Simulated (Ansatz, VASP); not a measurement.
**Cross-check of SbSe2 between VASP and Ansatz**

Aim: how closely do two programs agree when they are given the same cell, functional and k mesh? The cell is invented: As first built, before any earlier steps moved the atoms (in the runner's words): it takes the VSe2 structure with some of its atoms replaced by other elements, volume scaled by an estimate. It may not be a known or stable phase. Of the first pair: The cell is a member of a volume series, scaled by 0.94 from a relaxed one, so a pressure remains. Valence electrons are named where the data sets of a main pair hold unlike numbers.

Program: Ansatz 0.2.0. Level of theory: plane waves, with VASP 6.6.1 beside it; single point at PBE. Results are calculated unless marked as measured.

### 1. Starting point

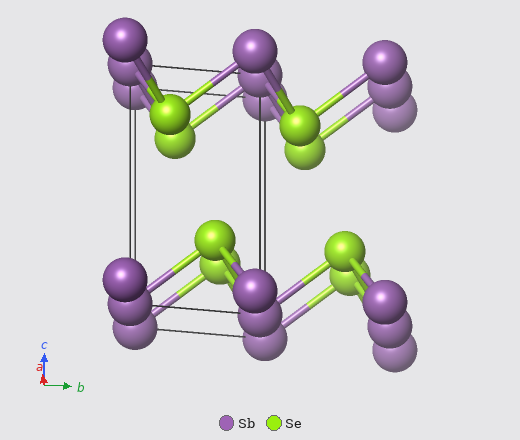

The cell as given, from a free direction (antimony purple, selenium green). 2×2×1 cells are drawn. Bonds to atoms that aren't drawn are left out. Some periodic images of atoms are drawn too.

### 2. Ansatz: single point, PBE, volume scaled by 0.94

Ansatz runs on its default PAW (the set named soft_2) files.

With cell and atoms fixed, the geometry can't cause a difference; cores, projectors, grids and the points listed under the comparison can.

input.yaml reads:

```yaml
crystal:
  lattice:
    - [3.8097737422, 3.49e-08, 0.0]
    - [-1.9048863216, 3.2993602365, 0.0]
    - [0.0, 0.0, 6.2887688618]
  atoms:
    - { symbol: Sb, position: [0.0, 0.0, 0.0] }
    - { symbol: Se, position: [0.33333333, 0.66666667, 0.2621724083] }
    - { symbol: Se, position: [0.66666667, 0.33333333, 0.7378275917] }
hamiltonian:
  xc: pbe
  pseudopotentials: { kind: paw }
kpoints:
  mp_grid: { grid: [7, 7, 4] }
scf:
  occupations: { method: gaussian, width: 0.05 }
  n_extra_bands: 4
output:
  forces: true
  stress: true
  eigenvalues: true
  write_density: true
  write_potential: true
  elf: true
  volumetric_format: npy
```

Started as:

```
> ansatz run input.yaml --threads 2 --pin off --max-ram 4608MiB --backend cpu --events-out ev --progress --plain --runs-dir out
```

Numbers of over 12 decimals in the logs are rounded to 6 here.

Log:

```text
Warning: the atoms were moved onto the symmetric positions of the space group found under crystal.symmetry.tolerance 1.0e-5 (fractional; no operation is sought that the atoms, as they stand in a round, miss by more than twice it, and no atom is moved by as much as it), and the run uses the moved positions. Before a round's move an operation carried an atom to 3.81e-8 Å from where it should land, the largest such dist [...]
scf.n_extra_bands = 4 over 24 filled bands (N_el = 47.0): the run solves 28 bands
Engine: ansatz 0.2.0, aarch64-unknown-linux-gnu
Pseudopotentials: kind: paw
Pseudopotential: Sb, paw, valence charge 15, recommended cutoff 420 eV (normal), Sb.paw.azcp
Pseudopotential: Se, paw, valence charge 16, recommended cutoff 420 eV (normal), Se.paw.azcp
Functional definition: PBE
  parameter kappa = 0.804
  parameter beta = 0.066725
  exchange = pbe_x(kappa = kappa, mu = beta*pi^2/3)
  correlation = pbe_c(beta = beta)
Crystal: 3 atoms, lattice volume = 79.049 Å³
Basis set: ecut = 420 eV, 1521 PW (Γ), exchange–correlation on 54×54×90 points (8 copies of the dense FFT grid, shifted against one another)
Bands: 28, of which v1, the nominal top of the filled ones, is band 24 counted from 1 (23 counted from 0)
Symmetry: 12 space group operations
Space group: P-3m1 (ITA 164), of the structure as read, at distance tolerance 4.3e-5 Å
k-points: 28 of 196
Non-local potential: Sb, projectors of the file, l = 0: 2, l = 1: 2, l = 2: 2, l = 3: 2
Non-local potential: Se, projectors of the file, l = 0: 2, l = 1: 2, l = 2: 3, l = 3: 1
PAW form: soft (Blöchl's): semilocal exchange-correlation on the pseudo side does not see the compensation charge
PAW one-centre angular grid: Sb, 590 points (default); XC on 64 Gauss nodes
PAW one-centre angular grid: Se, 590 points (default); XC on 64 Gauss nodes
Initial density: superposition of atomic densities (neutral atoms: chi_scale 0, normalization atom), corrected by the library's trained network
Initial wavefunctions: pseudopotential atomic-orbital guess
Functional: x = pbe(κ = 0.804, μ = 0.219515), c = pbe(β = 0.066725)
SCF iter   1: F=—  HF=-17423.023816 eV  |F-HF|=—  |Δ(HF+E_count)|=         —  Δρ=1.83e-3  dr2=4.03e-3  ethr=1.77e-3  ⟨swp⟩=6.6  Hψ=3400  notcnv=0
preconditioner: auto → LDOS  [insulator: Δε(μ)=0.070 eV  Ē_g=9.411 eV  σ=0.050 eV  W_gap=0.59  n_scr=22 (ndim 8)  ℏωp=17.2 eV  f_vac=0.058  D(μ)=2.72/eV (n_scr^D=22)  ε∞_Penn≈4.3  β→1.0]
SCF iter   2: F=—  HF=-17423.023604 eV  |F-HF|=—  |Δ(HF+E_count)|=   2.12e-4  Δρ=9.42e-4  dr2=1.05e-3  ethr=8.58e-6  ⟨swp⟩=3.0  Hψ=1798  notcnv=0  defer=9
SCF iter   3: F=—  HF=-17423.023405 eV  |F-HF|=—  |Δ(HF+E_count)|=   1.99e-4  Δρ=3.23e-4  dr2=1.84e-4  ethr=2.24e-6  ⟨swp⟩=3.0  Hψ=1397  notcnv=0  defer=9
SCF iter   4: F=—  HF=-17423.023395 eV  |F-HF|=—  |Δ(HF+E_count)|=   1.01e-5  Δρ=1.18e-4  dr2=3.40e-5  ethr=3.92e-7  ⟨swp⟩=2.0  Hψ=910  notcnv=0  defer=9
SCF iter   5: F=—  HF=-17423.023388 eV  |F-HF|=—  |Δ(HF+E_count)|=   7.64e-6  Δρ=3.65e-5  dr2=1.74e-6  ethr=7.23e-8  ⟨swp⟩=2.0  Hψ=937  notcnv=0  defer=9
SCF iter   6: F=-17423.023388 eV  HF=-17423.023388 eV  |F-HF|=3.58e-8  |Δ(HF+E_count)|=   1.35e-7  Δρ=5.62e-6  dr2=5.66e-8  ethr=2.13e-10  ⟨swp⟩=8.2  Hψ=5554  notcnv=0
SCF 1 converged in 6 iterations: F = -17423.023388 eV  dr2 = 5.66e-8
  greatest PAW one-centre occupation: 1.000 electrons in one spin orbital (limit 2), on the Se atom at site 2 (counted from 0), in its partial waves of l = 2
SCF converged after 6 iterations
Free energy (F): -17423.023388 eV
Harris-Foulkes:  -17423.023388 eV  (|F-HF|=3.58e-8)
Internal energy: -17423.019807 eV  (E = F + TS)
E sigma→0 (E₀):  -17423.021597 eV
Entropy (-TS):   -0.003581 eV (-1.194 meV/atom)
Fermi energy:    8.716270 eV
--- Per-component energies (eV) ---
  E_band       = -938.173335
  E_kinetic    = 444.292266
  E_local      = -6666.037521  (includes V_loc(G=0)·N_el)
  E_nonlocal   = -827.908966
  E_hartree    = 3230.899947
  E_xc         = -347.163885
  E_vxc        = -292.956254  (∫ρ·V_xc dr)
  E_paw        = -8398.452156  (= ΣΔE_a)
  E_vpaw       = -57.361135  (= ΣTr[D̂ρ^β])
  E_aug_tail   = -0.001200  (compensation charges beyond the density's cutoff)
  E_ewald      = -4858.648292
  E_smearing   = -0.003581  (= −TS)
  E_closure    = -0.000000  (closes the sum)
  Σ components = -17423.023388   (vs F -17423.023388, Δ=0.00e0)
--- Forces (eV/Å), atoms counted from 1 ---
  atom   1  Sb     0.00000000     0.00000000     0.00000000
  atom   2  Se     0.00000000     0.00000000     0.51326966
  atom   3  Se    -0.00000000    -0.00000000    -0.51326966
  max |Σ_I F_I| component: 1.73e-18 eV/Å
--- Stress (GPa, compression-positive) ---
        4.028648       0.000000       0.000000
        0.000000       4.028648      -0.000000
       -0.000000      -0.000000       4.114989
  P = ⅓ Tr σ = 4.0574 GPa (40.574 kbar)
--- Band table (eV; the first three rows and the last of 28) ---
  k-point 0: bands = [... 20 lower, 7.3076, 7.6346, 7.6346, 7.9336, 10.4766, 11.3663, 11.3663, 15.2859]
  k-point 1: bands = [... 20 lower, 7.0764, 7.7253, 7.7253, 8.9110, 10.3497, 11.2284, 11.2284, 15.3877]
  k-point 2: bands = [... 20 lower, 7.0405, 7.8091, 7.8091, 9.5393, 10.1020, 11.0939, 11.0939, 15.1973]
  k-point 27: bands = [... 20 lower, 4.2977, 7.1988, 7.3757, 9.1398, 11.2073, 11.7054, 12.6138, 15.6365]
```

Wall time 2.7 s (2 threads of Arm Neoverse V2, shared host); peak memory 0.38 GiB; 4.8 s of CPU time.

The run ends at a pressure of 4.06 GPa, with forces up to 0.51 eV/Å.

### 3. VASP: single point, PBE, volume scaled by 0.94

The same cell, functional, mesh and smearing now go to VASP, with its own data sets.

Lines of VASP's logs that name or quote its potential files are left out, and so is its time.

INCAR reads:

```
SYSTEM = SbSe2
PREC = Accurate
ENCUT = 400
EDIFF = 1E-06
NELM = 100
ISMEAR = 0
SIGMA = 0.05
LREAL = .FALSE.
ALGO = Normal
GGA = PE
LORBIT = 11
LWAVE = .FALSE.
LCHARG = .FALSE.
ISIF = 2
```

POSCAR reads:

```
SbSe2
1.0
    3.8097737422      0.0000000349      0.0000000000
   -1.9048863216      3.2993602365      0.0000000000
    0.0000000000      0.0000000000      6.2887688618
Sb Se
1 2
Direct
    0.0000000000      0.0000000000      0.0000000000
    0.3333333300      0.6666666700      0.2621724083
    0.6666666700      0.3333333300      0.7378275917
```

KPOINTS reads:

```
Automatic mesh
0
Gamma
7 7 4
0 0 0
```

Potentials, in the order of the species: Sb and Se (PBE family, release 64).

Started as:

```
> mpirun -np 1 vasp_std
```

Log:

```text
[banner, memory and clock lines left out]
running    1 mpi-ranks, on    1 nodes
 distrk:  each k-point on    1 cores,    1 groups
 distr:  one band on    1 cores,    1 groups

 POSCAR found type information on POSCAR SbSe
 POSCAR found :  2 types and       3 ions
 LDA part: xc-table for (Slater+PW92), standard interpolation
 POSCAR, INCAR and KPOINTS ok, starting setup
 FFT: planning ... GRIDC
 FFT: planning ... GRID_SOFT
 FFT: planning ... GRID
 WAVECAR not read
 entering main loop
       N       E                     dE             d eps       ncg     rms          rms(c)
DAV:   1     0.717773314635E+02    0.71777E+02   -0.53130E+03   672   0.885E+02
DAV:   2    -0.635164419142E+01   -0.78129E+02   -0.74453E+02   900   0.170E+02
DAV:   3    -0.116877131518E+02   -0.53361E+01   -0.52333E+01   864   0.499E+01
DAV:   4    -0.117634213526E+02   -0.75708E-01   -0.75469E-01   756   0.643E+00
DAV:   5    -0.117644126824E+02   -0.99133E-03   -0.99109E-03   796   0.771E-01    0.509E+00
DAV:   6    -0.115321601520E+02    0.23225E+00   -0.33570E-01   692   0.446E+00    0.339E+00
DAV:   7    -0.115324075014E+02   -0.24735E-03   -0.15396E-01   764   0.229E+00    0.114E+00
DAV:   8    -0.115323208820E+02    0.86619E-04   -0.42102E-03   760   0.598E-01    0.401E-01
DAV:   9    -0.115327567696E+02   -0.43589E-03   -0.13749E-03   724   0.317E-01    0.105E-01
DAV:  10    -0.115327533360E+02    0.34336E-05   -0.58152E-05   836   0.569E-02    0.417E-02
DAV:  11    -0.115327700642E+02   -0.16728E-04   -0.40759E-05   712   0.512E-02    0.138E-02
DAV:  12    -0.115327692948E+02    0.76948E-06   -0.61808E-06   744   0.185E-02
   1 F= -.11532769E+02 E0= -.11530944E+02  d E =-.365086E-02
```

From OUTCAR (step 3):

```text
ion  position               nearest neighbor table
   1  0.000  0.000  0.000-   2 2.75   3 2.75   3 2.75   2 2.75   3 2.75   2 2.75
   2  0.333  0.667  0.262-   1 2.75   1 2.75   1 2.75
   3  0.667  0.333  0.738-   1 2.75   1 2.75   1 2.75

  LATTYP: Found a hexagonal cell.
 ALAT       =     3.8097737422
 C/A-ratio  =     1.6506935286

 Subroutine GETGRP returns: Found 12 space group operations
 (whereof 12 operations were pure point group operations)

The static configuration has the point symmetry D_3d.

 Found     28 irreducible k-points:

   k-points           NKPTS =     28   k-points in BZ     NKDIM =     28   number of bands    NBANDS=     12

   dimension x,y,z NGX =    28 NGY =   28 NGZ =   42
   dimension x,y,z NGXF=    56 NGYF=   56 NGZF=   84

   ENCUT  =  400.0 eV  29.40 Ry    5.42 a.u.   6.21  6.21 10.26*2*pi/ulx,y,z

   NELECT =      17.0000    total number of electrons

 k-points in reciprocal lattice and weights: Automatic mesh
   0.00000000  0.00000000  0.00000000       0.005
   0.14285714  0.00000000  0.00000000       0.031
   0.28571429 -0.00000000  0.00000000       0.031
   0.42857143  0.00000000  0.00000000       0.031
   0.14285714  0.14285714  0.00000000       0.031
   0.28571429  0.14285714  0.00000000       0.061
   0.42857143  0.14285714  0.00000000       0.031
   0.28571429  0.28571429  0.00000000       0.031
   0.00000000  0.00000000  0.25000000       0.010
[...]
0.42857143  0.14285714  0.50000000       0.031
   0.28571429  0.28571429  0.50000000       0.031

 average (electrostatic) potential at core
       1 -88.7183       2 -53.5715       3 -53.5715

 E-fermi :   4.7412

 k-point     1 :       0.0000    0.0000    0.0000
  band No.  band energies     occupation
    ...
      5       3.1412      2.00000
      6       3.3377      2.00000
      7       3.6572      2.00000
      8       3.6572      2.00000
      9       3.9513      2.00000
     10       6.4866      0.00000
     11       7.3836      0.00000
     12       7.3836      0.00000

 k-point     2 :       0.1429    0.0000    0.0000
  band No.  band energies     occupation
    ...
      4       1.3622      2.00000
      5       2.3633      2.00000
      6       2.4938      2.00000
      7       3.6545      2.00000
      8       3.8770      2.00000
      9       5.2358      0.00000
     10       6.7450      0.00000
     11       7.5968      0.00000
     12       7.6521      0.00000

 k-point     3 :       0.2857   -0.0000    0.0000
  band No.  band energies     occupation
    ...
      4      -0.1021      2.00000
      5       1.0745      2.00000
      6       1.7111      2.00000
      7       3.2839      2.00000
      8       3.8013      2.00000
      9       4.7906      0.16291
     10       6.9727      0.00000
     11       7.9748      0.00000
     12       8.6538      0.00000

  Total        1.9713797      1.9713789      2.0359690      0.0000003      0.0000000     -0.0000000
  in kB       39.9563949     39.9563806     41.2655069      0.0000070      0.0000000     -0.0000000
  external PRESSURE =      40.3927608 kB  Pullay stress =       0.0000000 kB

  energy-cutoff  :      400.00
  volume of cell :       79.05
      direct lattice vectors                 reciprocal lattice vectors
     3.809773742  0.000000035  0.000000000     0.262482778  0.151544487  0.000000000
    -1.904886322  3.299360237  0.000000000    -0.000000003  0.303089061  0.000000000
     0.000000000  0.000000000  6.288768862     0.000000000  0.000000000  0.159013636

 POSITION                                       TOTAL-FORCE (eV/Angst)
 -----------------------------------------------------------------------------------
      0.00000      0.00000      0.00000         0.000000      0.000000      0.000000
      0.00000      2.19957      1.64874        -0.000000      0.000000      0.517393
      1.90489      1.09979      4.64003         0.000000     -0.000000     -0.517393
 -----------------------------------------------------------------------------------
    total drift:                               -0.000000     -0.000000      0.000000

  FREE ENERGIE OF THE ION-ELECTRON SYSTEM (eV)
  ---------------------------------------------------
  free  energy   TOTEN  =       -11.5327692948 eV

  energy  without entropy=      -11.5291184321  energy(sigma->0) =      -11.53094386

 total charge
# of ion       s       p       d       tot
------------------------------------------
    1        1.227   0.990   0.096   2.313
    2        1.494   2.264   0.032   3.790
    3        1.494   2.264   0.032   3.790
--------------------------------------------------
tot          4.214   5.517   0.161   9.892

[... 3 further parts left out ...]
```

This run has no spin polarisation. Its electron count is odd, so without a moment it is a metal by construction.

### 4. Differences

Known differences besides the potentials themselves: the data sets hold 47 valence electrons in Ansatz (on its default PAW (the set named soft_2) files) and 17 in VASP; the cutoff is 420 eV in Ansatz and 400 eV in VASP; VASP leaves aspherical gradient terms in its spheres out (LASPH is not set), Ansatz keeps them. Total energies have different zeros and are not compared.

Both answers:

| quantity | Ansatz | VASP | difference |
| --- | --- | --- | --- |
| pressure (GPa) | 4.06 | 4.04 | +0.02 |

Forces (eV/Å; atoms numbered as in POSCAR):

| atom | Ansatz x, y, z | VASP x, y, z |
| --- | --- | --- |
| Sb1 | 0.000, 0.000, 0.000 | 0.000, 0.000, 0.000 |
| Se2 | 0.000, 0.000, 0.513 | 0.000, 0.000, 0.517 |
| Se3 | 0.000, 0.000, -0.513 | 0.000, 0.000, -0.517 |

The forces differ by 1.9 meV/Å r.m.s., which is 0.8 % of the r.m.s. force of 0.244 eV/Å (both taken over all components). Ansatz's pressure holds a Pulay correction of 0.02 GPa; VASP's holds none.

### 5. VASP: single point, PBE, volume scaled by 0.96

With cell and atoms fixed, the geometry can't cause a difference; cores, projectors, grids and the points listed under the comparison can. The cell compared in this pair holds 80.73 Å³, against 79.05 Å³ for the pair before.

INCAR is that of step 3.

POSCAR reads:

```
SbSe2
1.0
    3.8366040187      0.0000000351      0.0000000000
   -1.9183014560      3.3225959333      0.0000000000
    0.0000000000      0.0000000000      6.3330574256
Sb Se
1 2
Direct
    0.0000000000      0.0000000000      0.0000000000
    0.3333333300      0.6666666700      0.2621724083
    0.6666666700      0.3333333300      0.7378275917
```

KPOINTS is that of step 3.

Started as:

```
> mpirun -np 1 vasp_std
```

Log:

```text
[... set-up lines as in an earlier step ...]
 entering main loop
       N       E                     dE             d eps       ncg     rms          rms(c)
DAV:   1     0.738246034066E+02    0.73825E+02   -0.52441E+03   672   0.879E+02
DAV:   2    -0.598797613092E+01   -0.79813E+02   -0.75451E+02   884   0.169E+02
DAV:   3    -0.117101260093E+02   -0.57221E+01   -0.56030E+01   812   0.513E+01
DAV:   4    -0.118029767688E+02   -0.92851E-01   -0.92265E-01   804   0.704E+00
[...]
DAV:  11    -0.115674133233E+02   -0.18111E-04   -0.44786E-05   700   0.536E-02    0.140E-02
DAV:  12    -0.115674123053E+02    0.10180E-05   -0.70313E-06   760   0.198E-02    0.602E-03
DAV:  13    -0.115674122997E+02    0.56314E-08   -0.15582E-06   408   0.885E-03
   1 F= -.11567412E+02 E0= -.11565546E+02  d E =-.373225E-02
```

Parts of OUTCAR (step 5):

```text
  Total        1.2689948      1.2689943      1.3091855      0.0000002     -0.0000000     -0.0000000
  in kB       25.1844505     25.1844415     25.9820748      0.0000044     -0.0000000     -0.0000000
  external PRESSURE =      25.4503223 kB  Pullay stress =       0.0000000 kB

 POSITION                                       TOTAL-FORCE (eV/Angst)
 -----------------------------------------------------------------------------------
      0.00000      0.00000      0.00000         0.000000      0.000000      0.000000
      0.00000      2.21506      1.66035         0.000000      0.000000      0.333428
      1.91830      1.10753      4.67270        -0.000000     -0.000000     -0.333428
 -----------------------------------------------------------------------------------
    total drift:                               -0.000000     -0.000000     -0.000000

  FREE ENERGIE OF THE ION-ELECTRON SYSTEM (eV)
  ---------------------------------------------------
  free  energy   TOTEN  =       -11.5674122997 eV

  energy  without entropy=      -11.5636800500  energy(sigma->0) =      -11.56554617

[... 1 part as in an earlier step ...]

[... 2 further parts left out ...]
[key lines of the parts left out:]
E-fermi :   4.4839
```

The run ends at a pressure of 2.55 GPa, with forces up to 0.33 eV/Å.

### 6. Ansatz: single point, PBE, volume scaled by 0.96

The same cell, functional, mesh and smearing now go to Ansatz, which takes its cutoff from its data sets.

The cell is a member of a volume series, scaled by 0.96 from a relaxed one, so a pressure remains.

Edit input.yaml of step 2 so:

```diff
@@ -2,5 +2,5 @@
   lattice:
-    - [3.8097737422, 3.49e-08, 0.0]
-    - [-1.9048863216, 3.2993602365, 0.0]
-    - [0.0, 0.0, 6.2887688618]
+    - [3.8366040187, 3.51e-08, 0.0]
+    - [-1.918301456, 3.3225959333, 0.0]
+    - [0.0, 0.0, 6.3330574256]
   atoms:
```

Started as:

```
> ansatz run input.yaml --threads 2 --pin off --max-ram 4608MiB --backend cpu --events-out ev --progress --plain --runs-dir out
```

Log:

```text
[...]
Crystal: 3 atoms, lattice volume = 80.731 Å³
Basis set: ecut = 420 eV, 1581 PW (Γ), exchange–correlation on 54×54×90 points (8 copies of the dense FFT grid, shifted against one another)
Bands: 28, of which v1, the nominal top of the filled ones, is band 24 counted from 1 (23 counted from 0)
Symmetry: 12 space group operations
[...]
--- Band table (eV; the first three rows and the last of 28) ---
  k-point 0: bands = [... 20 lower, 6.9975, 7.3493, 7.3493, 7.5740, 10.1529, 11.0115, 11.0115, 14.9833]
  k-point 1: bands = [... 20 lower, 6.7996, 7.4376, 7.4376, 8.5382, 10.0147, 10.8799, 10.8799, 15.0692]
  k-point 2: bands = [... 20 lower, 6.7644, 7.5190, 7.5190, 9.1618, 9.7553, 10.7511, 10.7511, 14.8688]
  k-point 27: bands = [... 20 lower, 4.0941, 6.9239, 7.0967, 8.7783, 10.8745, 11.3591, 12.2433, 15.3235]
[key lines of the parts left out:]
SCF converged after 6 iterations
Free energy (F): -17423.058123 eV
Fermi energy:    8.377349 eV
P = ⅓ Tr σ = 2.5859 GPa (25.859 kbar)
```

Elapsed: 2.7 s, on 2 threads; peak memory 0.38 GiB; 4.8 s of CPU time.

The run ends at a pressure of 2.59 GPa, with forces up to 0.33 eV/Å.

### 7. Differences

What differs besides the data sets and the points named for the pairs above, as far as they apply: the data sets hold 47 valence electrons in Ansatz (on its default PAW (the set named soft_2) files) and 17 in VASP. Total energies have different zeros and are not compared.

Both answers:

| quantity | Ansatz | VASP | difference |
| --- | --- | --- | --- |
| pressure (GPa) | 2.59 | 2.55 | +0.04 |

Forces (eV/Å; atoms numbered as in POSCAR):

| atom | Ansatz x, y, z | VASP x, y, z |
| --- | --- | --- |
| Sb1 | 0.000, 0.000, 0.000 | 0.000, 0.000, 0.000 |
| Se2 | 0.000, 0.000, 0.332 | 0.000, 0.000, 0.333 |
| Se3 | 0.000, 0.000, -0.332 | 0.000, 0.000, -0.333 |

The forces differ by 0.9 meV/Å r.m.s., which is 0.6 % of the r.m.s. force of 0.157 eV/Å (both taken over all components). Ansatz's pressure holds a Pulay correction of 0.02 GPa; VASP's holds none.

(Continued in part 2 of 2.)

[Lines on the potential files, build, host, timing and source positions are cut from VASP's logs without a mark.]

[Logs are printed without paths, hosts, clocks, repeated set-up lines and the standing remarks that a program may print on its own settings, such as how far it seeks lower states.]

[Hosts, paths, dates, database ids (printed as entryN), source tags and the programs' standing remarks are cut or masked in the printed files.]
